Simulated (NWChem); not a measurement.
# GaHF (SMILES [F][GaH]): UM06-2X/aug-pcseg-2

What is the electronic atomisation energy of GaHF at UM06-2X/aug-pcseg-2? 

The results are computed with NWChem 7.3.0.

**1. The system as given**

GaHF has 3 atoms, charge 0, and is taken as a doublet. SMILES: `[F][GaH]`. The coordinates come from a PBE0-D4/def2-TZVP relaxation.

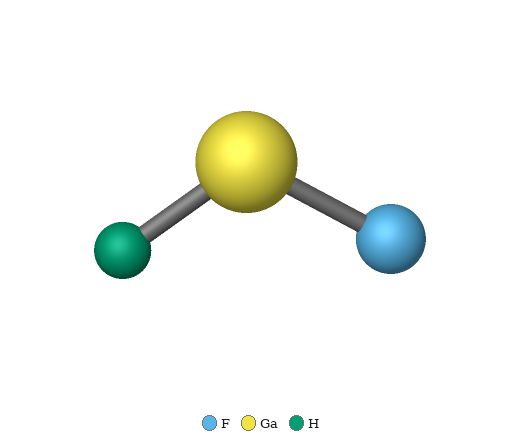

Viewed from a chosen angle; fluorine blue, gallium yellow, hydrogen teal.

**2. A single-point energy at UM06-2X/aug-pcseg-2 (run 1)**

fgah.nw

```
start fgah
memory total 2200 mb

geometry noautosym nocenter noautoz
F       -1.252000       0.451400      -0.644800
Ga       0.292400       0.469800       0.214100
H        0.948600      -0.985900       0.417400
end

basis spherical bse
* library aug-pcseg-2
end

dft
xc m06-2x
mult 2
grid fine
convergence energy 1e-08
iterations 100
mulliken
print low
end

task dft energy
```

On the command line:

```bash
$ nwchem fgah.nw > fgah.out
```

Output:

```text
[...]
 d= 0,ls=0.0,diis     1  -2025.2705949166 -2.12D+03  4.31D-03  2.27D-01     8.3
[...]
 d= 0,ls=0.0,diis    13  -2025.3505124906 -3.42D-10  8.10D-08  8.41D-11    84.1
[...]
         Total DFT energy =    -2025.350512490562
      One electron energy =    -3016.047665243491
           Coulomb energy =      981.267053630753
    Exchange-Corr. energy =      -85.983045020964
 Nuclear repulsion energy =       95.413144143141
[...]
      Total Density - Mulliken Population Analysis
     ---------------------------------------------
    Atom       Charge   Shell Charges
 -----------   ------   -------------------------------------------------------
    1 F    9     9.60   2.00  0.65  0.89  0.43 -0.02  2.35  2.25  1.01  0.03  0.00  0.01  0.01  0.00 -0.00
    2 Ga  31    30.42   2.00  2.00  1.14  0.83  0.57  0.79  0.08  6.00  5.88  0.29  0.66  0.08 -0.00  9.70  0.38 -0.00 -0.01  0.03 -0.00
    3 H    1     0.98   0.37  0.54  0.08 -0.02  0.00  0.01 -0.01  0.00  0.00
[...]
      <S2> =      0.7552 (Exact =     0.7500)
[...]
```

It took 85 s on 1 thread of Intel Xeon Platinum 8488C (Sapphire Rapids), shared host; peak memory 0.13 GiB.

**3. The F atom, same level (run 2)**

m1.nw

```
start m1
title "F"
memory stack 880 mb heap 220 mb global 1100 mb
geometry noautosym nocenter noautoz
   F      0.000000     0.000000     0.000000
end
basis spherical bse
   * library aug-pcseg-2
end
dft
   xc m06-2x
   mult 2
   grid fine
   convergence energy 1e-08
   maxiter 100
   mulliken
   print low
end
task dft energy
```

Run the same way, it converges to -99.73238 Eh (log not shown).

Run 3 isn't shown in full; the table further down has it.

**4. The H atom, same level (run 4)**

mol.nw

```
start mol
title "H"
memory 2200 mb
geometry units angstrom noautosym nocenter noautoz
H      0.000000     0.000000     0.000000
end
basis "ao basis" spherical bse
* library aug-pcseg-2
end
dft
xc m06-2x
mult 2
grid fine
convergence energy 1e-08
iterations 100
mulliken
print low
end
task dft energy
```

Run the same way, it converges to -0.49863 Eh (log not shown).

**5. Overview of the runs**

| run | partner | energy (Eh) | ⟨S²⟩ | wall time |
| --- | --- | --- | --- | --- |
| 1 | base | -2025.350512 | 0.755 | 85 s |
| 2 | atoms | -99.732376 | 0.752 | 3.6 s |
| 3 | atoms | -1924.854146 | 0.755 | 18 s |
| 4 | atoms | -0.498625 | 0.750 | 0.85 s |

**6. Outcome**

At UM06-2X/aug-pcseg-2:

```
                     quantity        value
         H atom: total energy  -0.49863 Eh
                 H atom: ⟨S²⟩        0.750
electronic atomisation energy     7.221 eV
```

What this shows: Taking the molecule apart into free atoms costs 7.22 eV (697 kJ/mol), before zero-point energy and without spin-orbit coupling. All runs together took 1.8 min, the longest 85 s.
